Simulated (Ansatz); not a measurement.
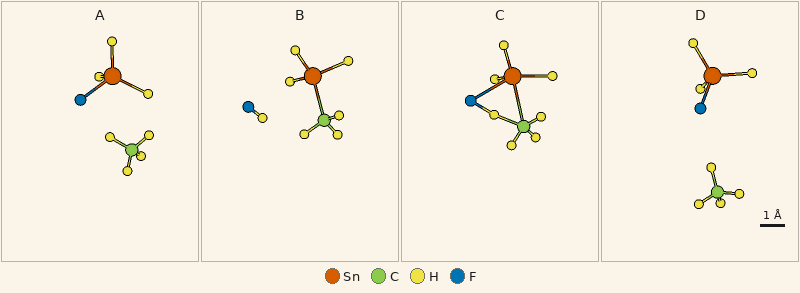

4 geometries from a converged minimum-energy path of CH7FSn, made up at the start of CH₆Sn and HF, shuffled. Style: ball-and-stick. Shown at a tilt.

These are results of Ansatz 0.2.0, RHF/def2-SVP, not measurements. Run with 9 movable images; climbing image; force threshold 0.03 eV/Å; iteration limit 60; starting path through a guess of the saddle point.

Q: Which frame is the transition state?

A: C. In order along the path, whose images run from 0 to 10: B (image 2, +2.9 kcal/mol), C (image 4, +44.5 kcal/mol), A (image 6, −17.5 kcal/mol), D (image 10, −21.3 kcal/mol). Breaking: F–H (0.90 → 2.61 Å), C–Sn (2.16 → 5.31 Å). Forming: C–H (3.85 → 1.09 Å), F–Sn (3.51 → 1.93 Å).

Limits of the set-up: the start holds two separate molecules, 2.5 Å apart at their closest, whose relative position is a soft coordinate and is computed without a dispersion correction; Hartree-Fock leaves out electron correlation.

The run took 10 min on 1 thread of Arm Neoverse V2, with other jobs on the host, peak memory 0.17 GiB.
